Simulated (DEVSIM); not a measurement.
Device: Si n-i-p diode, at 300 K.

```tsv
layer (left to right)	material	thickness (μm)	Nd (cm⁻³)	Na (cm⁻³)	τn (s)	τp (s)
1	Si	0.510	3.5e17	-	4.4e-6	4.4e-6
2	Si	0.540	-	2.4e12	4.4e-6	4.4e-6
3	Si	2.10	-	4e17	4.4e-6	4.4e-6
```

Left contact: ohmic. Right contact: ohmic. Voltage is applied to the left contact. Recombination: SRH at mid-gap, radiative, Auger. Mobility is μmin + (μ − μmin)/(1 + (N/Nref)^α).

This is a model device: material constants are rounded textbook-type values typed into the input, and sizes, dopings and lifetimes were drawn at random. Values at 300 K.

```tsv
parameter	Si
gap (eV)	1.124
affinity (eV)	4.05
permittivity	11.7
Nc (cm⁻³)	2.86e19
Nv (cm⁻³)	3.1e19
μn (cm²/Vs)	1417
μp (cm²/Vs)	470
μn,min	52
μp,min	45
Nref,n	9.7e16
Nref,p	2.2e17
αn	0.68
αp	0.72
B (cm³/s)	4.7e-15
Cn (cm⁶/s)	2.8e-31
Cp (cm⁶/s)	9.9e-32
```

Model (solved in DEVSIM): 1D drift-diffusion, Boltzmann statistics, complete ionisation; no tunnelling, impact ionisation, image-force lowering or self-heating.

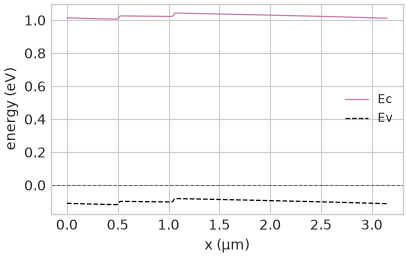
Band edges at -0.9 V on the left contact

Energies count from the Fermi level of the right contact; mesh points crowd at the junctions.

| x (μm) | Ec (eV) | Ev (eV) | n (cm⁻³) | p (cm⁻³) | field (V/cm) |
|---|---|---|---|---|---|
| 0.000 | 1.014 | -0.110 | 3.5e17 | 330 | -200 |
| 0.02904 | 1.013 | -0.111 | 3.6e17 | 5.9e15 | -200 |
| 0.08557 | 1.012 | -0.112 | 3.7e17 | 1.7e16 | -190 |
| 0.2080 | 1.010 | -0.114 | 3.9e17 | 4.0e16 | -170 |
| 0.4068 | 1.007 | -0.117 | 4.2e17 | 7.4e16 | -140 |
| 0.4722 | 1.006 | -0.118 | 4.3e17 | 8.5e16 | -110 |
| 0.5058 | 1.011 | -0.113 | 3.6e17 | 1.1e17 | 8800 |
| 0.5434 | 1.026 | -0.098 | 2.0e17 | 2.0e17 | 11 |
| 0.6092 | 1.025 | -0.099 | 2.0e17 | 2.0e17 | -77 |
| 0.7380 | 1.024 | -0.100 | 2.1e17 | 2.1e17 | -75 |
| 0.9065 | 1.023 | -0.101 | 2.1e17 | 2.1e17 | -73 |
| 1.012 | 1.022 | -0.102 | 2.2e17 | 2.2e17 | -34 |
| 1.044 | 1.026 | -0.098 | 1.8e17 | 2.6e17 | 7400 |
| 1.068 | 1.042 | -0.082 | 9.8e16 | 4.9e17 | 490 |
| 1.147 | 1.042 | -0.082 | 9.4e16 | 4.9e17 | -130 |
| 1.294 | 1.040 | -0.084 | 9.0e16 | 4.9e17 | -130 |
| 1.599 | 1.036 | -0.088 | 8.0e16 | 4.8e17 | -140 |
| 2.258 | 1.026 | -0.098 | 5.3e16 | 4.5e17 | -150 |
| 2.850 | 1.017 | -0.107 | 2.1e16 | 4.2e17 | -170 |
| 3.022 | 1.014 | -0.110 | 9.4e15 | 4.1e17 | -180 |
| 3.106 | 1.012 | -0.112 | 3.3e15 | 4.0e17 | -190 |
| 3.150 | 1.012 | -0.112 | 290 | 4.0e17 | -190 |
